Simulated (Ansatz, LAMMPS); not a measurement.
# Ionic liquid BMIM+ FSI-, from a frame at 450 K (204 atoms): geometry optimisation, part 2 of 3

How does ionic liquid BMIM+ FSI-, from a frame at 450 K (204 atoms) relax, and what do bonds, charges and levels look like afterwards?

Ansatz 0.2.0; Kohn-Sham DFT, LDA, PAW (set soft_2), plane waves.

The cell: 48 C, 18 N, 90 H, 12 S, 24 O and 12 F. The network of contacts between molecules at the start is that of the classical potential that made the cell. The functional has no dispersion term. The density was typed from a rule of thumb and may lie off the real one at this temperature. Sampling is at Γ alone, for a cell whose shortest periodic width is 13 Å.

So far. Step 3 (Single point at the start): Neighbours are counted within 1.34 Å (H-C), 1.85 Å (C-C), 1.79 Å (C-N), 1.93 Å (O-S), 2.08 Å (N-S), 1.98 Å (F-S).

## 4. Relaxation

The atoms are relaxed in the fixed cell, aiming at the force tolerance of the input.

The input, input.yaml:

```yaml
crystal:
  lattice:
    - [13.29799, 0.0, 0.0]
    - [0.0, 13.29799, 0.0]
    - [0.0, 0.0, 13.29799]
  atoms:
    [... the 204 atom lines of step 3 ...]
kpoints:
  mp_grid: { grid: [1, 1, 1] }
hamiltonian:
  xc: lda
scf:
  occupations: { method: fermi_dirac, width: 0.025 }
output:
  forces: true
relax:
  f_tol: 0.05
  max_steps: 200
```

On the command line:

```
ansatz run input.yaml --threads 4 --pin off --max-ram 8192MiB --backend cpu --events-out ev --progress --plain --runs-dir out
```

Numbers of over 12 decimals in the logs are rounded to 6 here.

Log:

```text
[...]
Crystal: 204 atoms, lattice volume = 2351.571 Å³
Basis set: ecut = 420 eV, 45961 PW (Γ)
Bands: 540, of which v1, the nominal top of the filled ones, is band 336 counted from 1 (335 counted from 0)
Symmetry: 1 space group operations
[...]
k-points: 1
[...]
SCF iter   1: F=—  HF=-53055.240993 eV  |F-HF|=—  |Δ(HF+E_count)|=         —  Δρ=1.11e-2  dr2=3.40e0  ethr=1.77e-3  ⟨swp⟩=6.0  Hψ=2615  notcnv=0  defer=66
[...]
SCF iter   8: F=-53053.974708 eV  HF=-53053.974709 eV  |F-HF|=9.93e-7  |Δ(HF+E_count)|=   2.47e-5  Δρ=3.58e-5  dr2=3.03e-5  ethr=9.30e-9  ⟨swp⟩=2.0  Hψ=1527  notcnv=0
SCF 1 converged in 8 iterations: F = -53053.974708 eV  dr2 = 3.03e-5
[...]
relax step   1: F+E_penalty+E_count = -53053.97470757 eV  Δ(F+E_penalty+E_count) = +0.000e0 eV  max|allowed force component| = 5.428e0 eV/Å  Δτ_max = 0.0000 Å  (8 SCF iters, dr2 threshold 6.25e-5 eV, accepted)
[...]
relax step   2: F+E_penalty+E_count = -53064.03655954 eV  Δ(F+E_penalty+E_count) = -1.006e1 eV  max|allowed force component| = 3.791e0 eV/Å  Δτ_max = 0.1937 Å  (7 SCF iters, dr2 threshold 1.00e-4 eV, accepted)
[...]
relax step   3: F+E_penalty+E_count = -53067.45421654 eV  Δ(F+E_penalty+E_count) = -3.418e0 eV  max|allowed force component| = 1.521e0 eV/Å  Δτ_max = 0.1903 Å  (7 SCF iters, dr2 threshold 1.00e-4 eV, accepted)
relax step   4: F+E_penalty+E_count = -53068.39584635 eV  Δ(F+E_penalty+E_count) = -9.416e-1 eV  max|allowed force component| = 6.772e-1 eV/Å  Δτ_max = 0.1978 Å  (7 SCF iters, dr2 threshold 1.00e-4 eV, accepted)
relax step   5: F+E_penalty+E_count = -53069.02298595 eV  Δ(F+E_penalty+E_count) = -6.271e-1 eV  max|allowed force component| = 4.584e-1 eV/Å  Δτ_max = 0.1930 Å  (7 SCF iters, dr2 threshold 7.38e-5 eV, accepted)
relax step   6: F+E_penalty+E_count = -53069.38904840 eV  Δ(F+E_penalty+E_count) = -3.661e-1 eV  max|allowed force component| = 3.053e-1 eV/Å  Δτ_max = 0.1948 Å  (7 SCF iters, dr2 threshold 4.17e-5 eV, accepted)
relax step   7: F+E_penalty+E_count = -53069.67843646 eV  Δ(F+E_penalty+E_count) = -2.894e-1 eV  max|allowed force component| = 2.955e-1 eV/Å  Δτ_max = 0.1902 Å  (7 SCF iters, dr2 threshold 4.14e-5 eV, accepted)
relax step   8: F+E_penalty+E_count = -53069.91855650 eV  Δ(F+E_penalty+E_count) = -2.401e-1 eV  max|allowed force component| = 4.034e-1 eV/Å  Δτ_max = 0.1946 Å  (7 SCF iters, dr2 threshold 3.88e-5 eV, accepted)
relax step   9: F+E_penalty+E_count = -53070.09107472 eV  Δ(F+E_penalty+E_count) = -1.725e-1 eV  max|allowed force component| = 5.389e-1 eV/Å  Δτ_max = 0.1948 Å  (7 SCF iters, dr2 threshold 1.00e-4 eV, accepted)
relax step  10: F+E_penalty+E_count = -53070.23256738 eV  Δ(F+E_penalty+E_count) = -1.415e-1 eV  max|allowed force component| = 7.515e-1 eV/Å  Δτ_max = 0.1947 Å  (6 SCF iters, dr2 threshold 1.00e-4 eV, accepted)
relax step  11: F+E_penalty+E_count = -53070.35003527 eV  Δ(F+E_penalty+E_count) = -1.175e-1 eV  max|allowed force component| = 9.552e-1 eV/Å  Δτ_max = 0.1946 Å  (7 SCF iters, dr2 threshold 1.00e-4 eV, accepted)
relax step  12: F+E_penalty+E_count = -53070.44324451 eV  Δ(F+E_penalty+E_count) = -9.321e-2 eV  max|allowed force component| = 1.091e0 eV/Å  Δτ_max = 0.1945 Å  (7 SCF iters, dr2 threshold 1.00e-4 eV, accepted)
relax step  13: F+E_penalty+E_count = -53070.53629165 eV  Δ(F+E_penalty+E_count) = -9.305e-2 eV  max|allowed force component| = 9.217e-1 eV/Å  Δτ_max = 0.1589 Å  (6 SCF iters, dr2 threshold 1.00e-4 eV, accepted)
relax step  14: F+E_penalty+E_count = -53070.65985916 eV  Δ(F+E_penalty+E_count) = -1.236e-1 eV  max|allowed force component| = 8.430e-1 eV/Å  Δτ_max = 0.1951 Å  (7 SCF iters, dr2 threshold 1.00e-4 eV, accepted)
relax step  15: F+E_penalty+E_count = -53070.75773877 eV  Δ(F+E_penalty+E_count) = -9.788e-2 eV  max|allowed force component| = 5.787e-1 eV/Å  Δτ_max = 0.1938 Å  (6 SCF iters, dr2 threshold 1.00e-4 eV, accepted)
relax step  16: F+E_penalty+E_count = -53070.84890239 eV  Δ(F+E_penalty+E_count) = -9.116e-2 eV  max|allowed force component| = 4.161e-1 eV/Å  Δτ_max = 0.1961 Å  (6 SCF iters, dr2 threshold 1.00e-4 eV, accepted)
relax step  17: F+E_penalty+E_count = -53070.90812482 eV  Δ(F+E_penalty+E_count) = -5.922e-2 eV  max|allowed force component| = 4.506e-1 eV/Å  Δτ_max = 0.1942 Å  (6 SCF iters, dr2 threshold 8.16e-5 eV, accepted)
relax step  18: F+E_penalty+E_count = -53070.96208810 eV  Δ(F+E_penalty+E_count) = -5.396e-2 eV  max|allowed force component| = 4.668e-1 eV/Å  Δτ_max = 0.1958 Å  (6 SCF iters, dr2 threshold 1.00e-4 eV, accepted)
relax step  19: F+E_penalty+E_count = -53071.00368154 eV  Δ(F+E_penalty+E_count) = -4.159e-2 eV  max|allowed force component| = 4.921e-1 eV/Å  Δτ_max = 0.1926 Å  (6 SCF iters, dr2 threshold 1.00e-4 eV, accepted)
relax step  20: F+E_penalty+E_count = -53071.05049808 eV  Δ(F+E_penalty+E_count) = -4.682e-2 eV  max|allowed force component| = 4.239e-1 eV/Å  Δτ_max = 0.1637 Å  (6 SCF iters, dr2 threshold 1.00e-4 eV, accepted)
relax step  21: F+E_penalty+E_count = -53071.10971250 eV  Δ(F+E_penalty+E_count) = -5.921e-2 eV  max|allowed force component| = 2.671e-1 eV/Å  Δτ_max = 0.1949 Å  (6 SCF iters, dr2 threshold 1.00e-4 eV, accepted)
relax step  22: F+E_penalty+E_count = -53071.15064535 eV  Δ(F+E_penalty+E_count) = -4.093e-2 eV  max|allowed force component| = 3.229e-1 eV/Å  Δτ_max = 0.1949 Å  (7 SCF iters, dr2 threshold 2.83e-5 eV, accepted)
relax step  23: F+E_penalty+E_count = -53071.17995292 eV  Δ(F+E_penalty+E_count) = -2.931e-2 eV  max|allowed force component| = 4.737e-1 eV/Å  Δτ_max = 0.1951 Å  (7 SCF iters, dr2 threshold 4.14e-5 eV, accepted)
relax step  24: F+E_penalty+E_count = -53071.21338711 eV  Δ(F+E_penalty+E_count) = -3.343e-2 eV  max|allowed force component| = 4.241e-1 eV/Å  Δτ_max = 0.0973 Å  (5 SCF iters, dr2 threshold 1.00e-4 eV, accepted)
[...]
relax step  67: F+E_penalty+E_count = -53072.13778848 eV  Δ(F+E_penalty+E_count) = -3.342e-3 eV  max|allowed force component| = 9.347e-2 eV/Å  Δτ_max = 0.0767 Å  (9 SCF iters, accepted)
[...]
relax step  71: F+E_penalty+E_count = -53072.14785915 eV  Δ(F+E_penalty+E_count) = -2.188e-3 eV  max|allowed force component| = 1.753e-1 eV/Å  Δτ_max = 0.0770 Å  (6 SCF iters, dr2 threshold 1.66e-5 eV, accepted)
relax step  72: F+E_penalty+E_count = -53072.15128103 eV  Δ(F+E_penalty+E_count) = -3.422e-3 eV  max|allowed force component| = 1.352e-1 eV/Å  Δτ_max = 0.0173 Å  (4 SCF iters, dr2 threshold 3.07e-5 eV, accepted)
relax step  73: F+E_penalty+E_count = -53072.15463365 eV  Δ(F+E_penalty+E_count) = -3.353e-3 eV  max|allowed force component| = 6.244e-2 eV/Å  Δτ_max = 0.0371 Å  (6 SCF iters, dr2 threshold 1.09e-5 eV, accepted)
relax step  74: F+E_penalty+E_count = -53072.15711101 eV  Δ(F+E_penalty+E_count) = -2.477e-3 eV  max|allowed force component| = 5.623e-2 eV/Å  Δτ_max = 0.0478 Å  (9 SCF iters, accepted)
relax step  75: F+E_penalty+E_count = -53072.15954718 eV  Δ(F+E_penalty+E_count) = -2.436e-3 eV  max|allowed force component| = 1.674e-1 eV/Å  Δτ_max = 0.1197 Å  (10 SCF iters, accepted)
relax step  76: F+E_penalty+E_count = -53072.16117506 eV  Δ(F+E_penalty+E_count) = -1.628e-3 eV  max|allowed force component| = 8.716e-2 eV/Å  Δτ_max = 0.0094 Å  (4 SCF iters, dr2 threshold 2.27e-5 eV, accepted)
relax step  77: F+E_penalty+E_count = -53072.03022539 eV  Δ(F+E_penalty+E_count) = +1.309e-1 eV  max|allowed force component| = 5.290e-1 eV/Å  Δτ_max = 0.1598 Å  (10 SCF iters, rejected (line search))
relax step  78: F+E_penalty+E_count = -53072.16530960 eV  Δ(F+E_penalty+E_count) = -4.135e-3 eV  max|allowed force component| = 4.468e-2 eV/Å  Δτ_max = 0.0588 Å  (10 SCF iters, accepted)
relax step  79: F+E_penalty+E_count = -53072.16845691 eV  Δ(F+E_penalty+E_count) = -3.147e-3 eV  max|allowed force component| = 1.066e-1 eV/Å  Δτ_max = 0.0762 Å  (9 SCF iters, accepted)
relax step  80: F+E_penalty+E_count = -53072.16940526 eV  Δ(F+E_penalty+E_count) = -9.483e-4 eV  max|allowed force component| = 2.889e-1 eV/Å  Δτ_max = 0.0937 Å  (8 SCF iters, dr2 threshold 2.99e-6 eV, accepted)
relax step  81: F+E_penalty+E_count = -53072.17263872 eV  Δ(F+E_penalty+E_count) = -3.233e-3 eV  max|allowed force component| = 2.561e-1 eV/Å  Δτ_max = 0.0150 Å  (5 SCF iters, dr2 threshold 8.35e-5 eV, accepted)
relax step  82: F+E_penalty+E_count = -53072.14939620 eV  Δ(F+E_penalty+E_count) = +2.324e-2 eV  max|allowed force component| = 5.260e-1 eV/Å  Δτ_max = 0.2000 Å  (6 SCF iters, dr2 threshold 5.15e-5 eV, rejected (line search))
relax step  83: F+E_penalty+E_count = -53072.17972909 eV  Δ(F+E_penalty+E_count) = -7.090e-3 eV  max|allowed force component| = 6.990e-2 eV/Å  Δτ_max = 0.0960 Å  (10 SCF iters, accepted)
relax step  84: F+E_penalty+E_count = -53072.18272262 eV  Δ(F+E_penalty+E_count) = -2.994e-3 eV  max|allowed force component| = 9.342e-2 eV/Å  Δτ_max = 0.0982 Å  (9 SCF iters, accepted)
relax step  85: F+E_penalty+E_count = -53072.18470786 eV  Δ(F+E_penalty+E_count) = -1.985e-3 eV  max|allowed force component| = 1.023e-1 eV/Å  Δτ_max = 0.0990 Å  (9 SCF iters, accepted)
relax step  86: F+E_penalty+E_count = -53072.18636061 eV  Δ(F+E_penalty+E_count) = -1.653e-3 eV  max|allowed force component| = 8.206e-2 eV/Å  Δτ_max = 0.0191 Å  (6 SCF iters, dr2 threshold 1.05e-5 eV, accepted)
relax step  87: F+E_penalty+E_count = -53072.18804193 eV  Δ(F+E_penalty+E_count) = -1.681e-3 eV  max|allowed force component| = 4.158e-2 eV/Å  Δτ_max = 0.0442 Å  (7 SCF iters, dr2 threshold 4.34e-6 eV, accepted)
[...]
relax step  88: F+E_penalty+E_count = -53072.18804223 eV  Δ(F+E_penalty+E_count) = -2.960e-7 eV  max|allowed force component| = 4.155e-2 eV/Å  Δτ_max = 0.0000 Å  (4 SCF iters, accepted)
SCF converged after 4 iterations
Free energy (F): -53072.188042 eV
[...]
Internal energy: -53072.188042 eV  (E = F + TS)
E sigma→0 (E₀):  -53072.188042 eV
Fermi energy:    1.380416 eV
[...]
--- Forces (eV/Å), atoms counted from 1 ---
  atom   1  C     -0.00074532    -0.00083491     0.00253913
  atom   2  C      0.00256835     0.00127010     0.00211458
  atom   3  C     -0.00225914     0.00619513    -0.00203213
  atom   4  C     -0.00308463    -0.00294794    -0.00233438
  atom   5  N     -0.00757132    -0.01460537     0.00341141
  atom   6  C      0.00617283     0.01747914    -0.00165259
  atom   7  C     -0.00709465    -0.00775127     0.00659466
  atom   8  N     -0.00749015    -0.00053624    -0.00434475
  atom   9  C     -0.00045718     0.00323428     0.00263747
  atom  10  C      0.01815704     0.00292618    -0.00388969
  atom  11  H     -0.00310388     0.00084793    -0.00797110
  atom  12  H     -0.00213378     0.00167764     0.00193468
  atom  13  H      0.00006143     0.00080526     0.00245540
  atom  14  H      0.00315268    -0.00165130     0.00517198
[...]
atom 203  O      0.01326805    -0.00061073     0.00394755
  atom 204  F     -0.01234626     0.01309402     0.01412286
  max |Σ_I F_I| component: 1.95e-4 eV/Å
--- Relaxed structure (88 steps of the walk, 86 accepted, 0 SCFs on fresh bases) ---
  F+E_penalty+E_count = -53072.18804223 eV   max|allowed force component| = 4.155e-2 eV/Å
  atoms:
    - { symbol: C, position: [0.550347, 0.187953, 0.986656] }
    - { symbol: C, position: [0.437811, 0.174730, 0.982537] }
    - { symbol: C, position: [0.407061, 0.069635, 1.012718] }
    - { symbol: C, position: [0.296026, 0.056637, 0.030093] }
[...]
- { symbol: F, position: [0.711405, 0.591405, 1.033508] }
```

It took 30 min on 4 threads of Arm Neoverse V2, shared host; peak memory 3.2 GiB; 1.9 h of CPU time.

Relaxation path (22 of 88):

```
step  energy less that of the first step (eV)  largest force component (eV/Å)
   1                                   0.0000                          5.4279
   5                                 -15.0483                          0.4584
   9                                 -16.1164                          0.5389
  13                                 -16.5616                          0.9217
  18                                 -16.9874                          0.4668
  22                                 -17.1759                          0.3229
  26                                 -17.3270                          0.4322
  30                                 -17.4526                          0.6835
  34                                 -17.5511                          0.4237
  38                                 -17.6473                          0.2281
  42                                 -17.7390                          0.2542
  47                                 -17.8469                          0.4993
  51                                 -17.9424                          0.2064
  55                                 -18.0138                          0.3621
  59                                 -18.1044                          0.2582
  63                                 -18.1445                          0.3063
  67                                 -18.1631                          0.0935
  71                                 -18.1732                          0.1753
  76                                 -18.1865                          0.0872
  80                                 -18.1947                          0.2889
  84                                 -18.2080                          0.0934
  88                                 -18.2133                          0.0416
```

Relaxation steps 77, 82 were tried and not accepted.

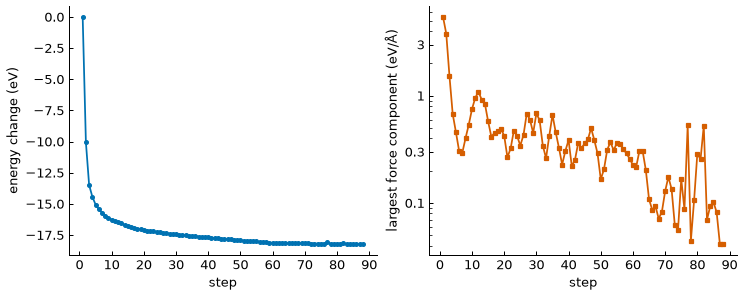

Energy and largest force along the relaxation.

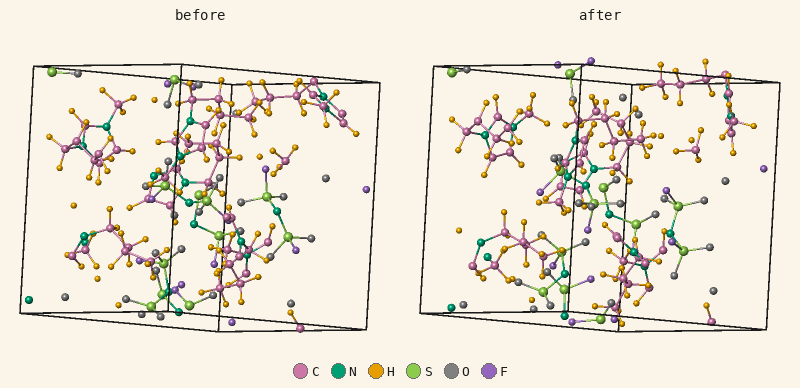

The structure before and after the relaxation, drawn at the same scale. Bonds to atoms that aren't drawn are left out.

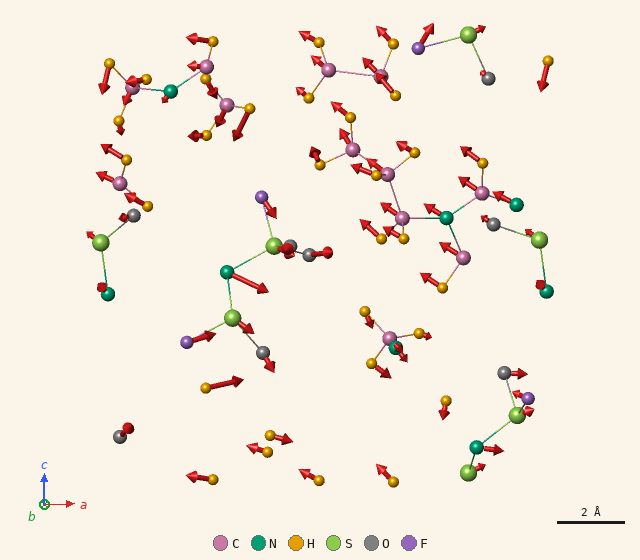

Displacements in the relaxation, scaled; the longest in the cell stands for 2.95 Å. Drawn is a slice 4 Å thick, seen along the normal of the ac plane. Bonds to atoms that aren't drawn are left out.

The atoms that moved most (Å):

```
atom      dx      dy      dz  length
N151   2.373  -1.386  -1.082   2.953
O153   1.210  -2.433   0.389   2.745
 H64   2.333   0.739   0.439   2.486
H113  -0.909   0.961  -2.044   2.434
 H62   0.639   0.960  -1.964   2.278
H114  -0.636   0.818  -2.022   2.273
F173   1.563   1.517  -0.624   2.266
 H86   0.093  -0.191   2.153   2.163
```

The relaxation changed the energy by -89.3 meV/atom, and atoms moved by 1.4 Å r.m.s., 3.0 Å at most.

## 5. Local order after relaxation

Bonds before and after, by the cutoffs listed below:

```
pair  bonds before  bonds after  mean before (Å)  mean after (Å)  spread before (Å)  spread after (Å)
 H-C            90           90            1.087           1.101              0.037             0.006
 C-C            24           24            1.485           1.471              0.067             0.064
 C-N            36           36            1.396           1.380              0.056             0.048
 O-S            24           24            1.454           1.431              0.024             0.004
 N-S            12           12            1.568           1.565              0.044             0.006
 F-S            12           12            1.594           1.590              0.042             0.014
```

Density 1.35 g/cm³, 11.53 Å³ an atom.

Pair distribution functions g(r), in bins of 0.2 Å:

```
r (Å)  total   H-H    H-C   H-O   H-N   H-F   H-S
 1.00   0.97  0.00   4.68  0.00  0.00  0.00  0.00
 1.20   2.31  0.00  11.10  0.00  0.00  0.00  0.00
 1.40   1.53  0.00   0.00  0.00  0.00  0.00  0.00
 1.60   0.78  0.00   0.00  0.00  0.00  0.00  0.00
 1.80   0.78  3.93   0.00  0.12  0.00  0.00  0.00
 2.00   0.35  0.00   0.10  0.21  3.90  0.00  0.00
 2.20   1.63  0.34   4.06  1.70  3.22  0.19  0.00
 2.40   1.24  2.22   0.04  1.29  0.20  0.29  0.00
 2.60   1.07  2.58   0.69  0.90  0.57  1.44  0.00
 2.80   0.95  0.82   2.41  0.72  0.82  1.32  0.44
 3.00   0.88  1.42   0.79  0.82  0.31  0.87  1.34
 3.20   1.05  0.81   1.62  0.72  0.98  0.34  1.33
 3.40   0.86  0.66   1.02  0.71  0.66  0.75  1.49
 3.60   0.85  0.69   0.58  1.01  0.88  0.80  1.47
 3.80   0.94  1.27   0.66  1.05  1.07  0.66  1.02
 4.00   0.92  0.86   0.88  1.24  0.83  1.24  0.88
 4.20   0.96  1.00   1.03  1.04  1.22  1.52  0.85
 4.40   0.98  0.87   0.75  1.25  1.07  0.76  0.80
 4.60   0.96  0.82   1.14  0.86  0.91  0.74  1.07
 4.80   1.04  1.12   0.77  0.98  0.85  1.32  1.17
 5.00   1.00  0.94   0.97  1.21  0.85  0.73  1.35
 5.20   1.01  0.96   0.97  0.99  0.94  1.13  0.99
 5.40   1.02  0.96   0.99  0.97  0.99  0.89  1.10
 5.60   1.08  1.21   0.99  1.07  1.05  1.05  1.15
 5.80   0.97  0.88   1.01  0.99  0.77  1.09  1.05
 6.00   0.96  0.92   0.84  0.94  1.22  1.13  1.17
 6.20   1.00  1.14   0.97  1.10  0.83  1.31  0.83
 6.40   0.98  0.89   1.04  0.94  1.10  1.08  1.16
```

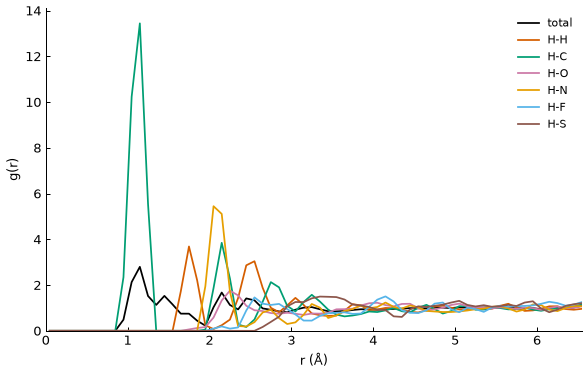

Pair distribution functions, lightly smoothed.

Bonds by pair of elements; cutoffs follow the first minimum of g(r), held within bounds set by covalent radii, and pairs that aren't listed don't count as bonded:

```
pair A-B  cutoff (Å)  bonds  mean length (Å)  spread (Å)  shortest (Å)  B about A  A about B
     H-C        1.34     90             1.10       0.006          1.09          1       1.88
     C-C        1.85     24             1.47       0.064          1.36          1          1
     C-N        1.79     36             1.38       0.048          1.33       0.75          2
     O-S        1.88     24             1.43       0.004          1.42          1          2
     N-S        1.98     12             1.56       0.006          1.55      0.667          1
     F-S        1.98     12             1.59       0.014          1.57          1          1
```

How many atoms have how many bonded neighbours:

```
element  mean   1  2   3   4
      C  3.62   0  0  18  30
      F     1  12  0   0   0
      H     1  90  0   0   0
      N  2.67   0  6  12   0
      O     1  24  0   0   0
      S     4   0  0   0  12
```

Bond angles (no mean is given where the spread exceeds 20°):

```
angle  count  mean (°)  spread (°)
C-C-H     90       113         7.3
H-C-H     54       108         1.5
H-C-N     54       115         7.8
C-N-C     36       120         7.8
F-S-O     24       104         0.7
```

Bond length by coordination (bonds to H left out):

```
element  coordination  atoms  mean bond length (Å)
      C             3     18                  1.35
      C             4     30                  1.49
      N             2      6                  1.56
      N             3     12                  1.38
```

Rings of the network by King's shortest-path rule, up to 12 atoms, one path for each pair of neighbours; H, halogens, alkali and alkaline-earth atoms are left out, and the last column divides by all other atoms, bonded or not:

```
ring size (atoms)  rings  per network atom
                5      6             0.059
```

With the cutoffs above, 62 % of C atoms have 4, all F atoms have 1, all H atoms have 1 and 67 % of N atoms have 3 bonded neighbours. The C-C-H angle averages 113° with a spread of 7°. All rings counted have 5 atoms.

[end of part 2 of 3]

[Logs are printed without paths, hosts, clocks, repeated set-up lines and the standing remarks that a program may print on its own settings, such as how far it seeks lower states.]

[Hosts, paths, dates, database ids (printed as entryN), source tags and the programs' standing remarks are cut or masked in the printed files.]
